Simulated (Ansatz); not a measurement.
**A computed series for RhGe: response to strain**

Consider RhGe (space group Pnma, No. 62).

```
RhGe
1.0
    5.65911     0.00000     0.00000
    0.00000     3.26085     0.00000
    0.00000     0.00000     6.43307
Ge Rh
4 4
Direct
  0.80810   0.75000   0.43661
  0.19190   0.25000   0.56339
  0.69190   0.25000   0.93661
  0.30810   0.75000   0.06339
  0.99474   0.75000   0.79801
  0.00526   0.25000   0.20199
  0.50526   0.25000   0.29801
  0.49474   0.75000   0.70199
```

Cartesian axes are those of the cell as printed.

Strains are applied to the cell and any free atomic positions relax; under biaxial strain the out-of-plane vector relaxes too.

Calculations: PBEsol/PAW in Ansatz (a quantum-chemistry and plane-wave program), scalar-relativistic without spin-orbit coupling, earlier PAW set.

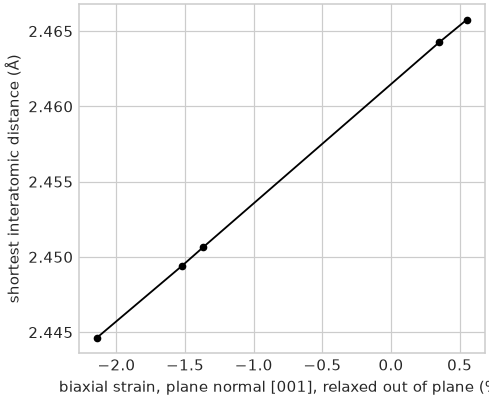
Figure: Shortest interatomic distance against biaxial strain, plane normal [001], relaxed out of plane

Task: From the plot, what is the shortest interatomic distance for biaxial strain +0.35 %, plane normal [001], relaxed out of plane?

Result: About 2.464 Å.

Task: Is the trend monotonic over the range shown?

Result: Yes, it rises throughout, spanning 244.5 pm to 246.6 pm.

Without a gap, meshes like the base's 8×14×7 leave anisotropic stresses uncertain by several tenths of a GPa, and small strain energies with them. No phonon test of stability was made. The final runs are not spin-polarised.
